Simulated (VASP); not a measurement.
Band structure of NiN (relaxed from the CsCl type structure, space group Pm-3m). Method: PBE GGA, VASP's PBE PAW potentials (set 64) (plane waves; VASP).

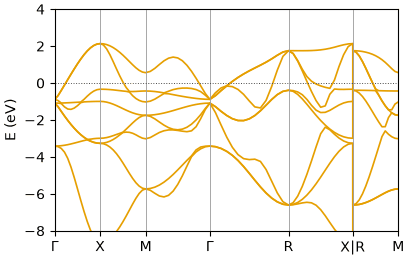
Bands along high-symmetry lines, zero at the valence-band maximum or, without a gap, the Fermi level

Problem. Read the plot: is there a gap, and where are the band edges?

Solution. It has no gap at this level: it comes out as a metal or semimetal. (Edges off the drawn lines would not show.)

The structure was generated: NiN was put into the CsCl type type (Pm-3m), which need not be its known phase. It was relaxed first. The run is not spin-polarised, so no magnetic state was tried. The electron count is odd and the run is not spin-polarised, which forces a metal.
